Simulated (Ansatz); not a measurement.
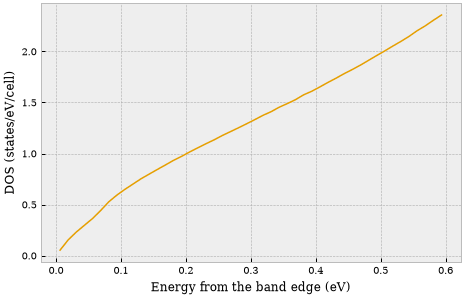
Fig. 1. Density of states of CdS (P6_3mc) below the valence band maximum, r2SCAN with spin-orbit coupling, rigid bands in Ansatz (a program for electronic structure); cell volume 98.8 Å³.

What effective density of states at 300 K does this give (∫ g(E) exp(−E/k_BT) dE, both spins, divided by the cell's size)?

4.8e19 cm⁻³, a density-of-states mass of 1.54 mₑ, valleys and band degeneracy included.

Geometry: cell and atoms relaxed with PBEsol.
